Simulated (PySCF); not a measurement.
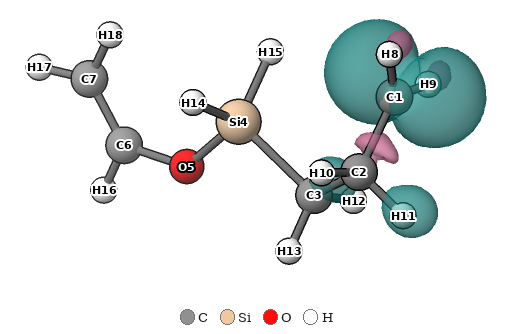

C$_{5}$H$_{11}$OSi (SMILES [CH2]CC[SiH2]OC=C) (doublet). Isosurfaces of the spin density (α minus β) at +0.03 (teal) and −0.03 e/Å³ (pink), seen at a tilt.

Geometry: GFN2-xTB.

Level of theory: UKS B3LYP, pcH-1 on C H O Si, non-relativistic, mean-field spin-orbit, GIAO in PySCF 2.14.0, density-fitted response routines.

```xyz
18

C    -2.6746    0.6452    0.6254
C    -2.4728   -0.3151   -0.4679
C    -1.1201   -1.0329   -0.3640
Si    0.2986    0.2188   -0.3454
O     1.5956   -0.7432   -0.5906
C     2.9044   -0.4626   -0.6836
C     3.4586    0.7311   -0.5777
H    -3.0056    1.6469    0.4399
H    -2.5267    0.3340    1.6411
H    -2.5446    0.1928   -1.4310
H    -3.2614   -1.0848   -0.4452
H    -1.1074   -1.6298    0.5487
H    -1.0207   -1.7303   -1.1971
H     0.1773    1.1993   -1.4300
H     0.4114    0.9269    0.9334
H     3.4946   -1.3543   -0.8648
H     4.5206    0.8559   -0.6701
H     2.8642    1.6084   -0.3975
```

> Describe the spin distribution.

The unpaired spin (1 electron) lies mostly on C1 (about 0.7) and H9 (about 0.1), in electrons by Hirshfeld's partition.
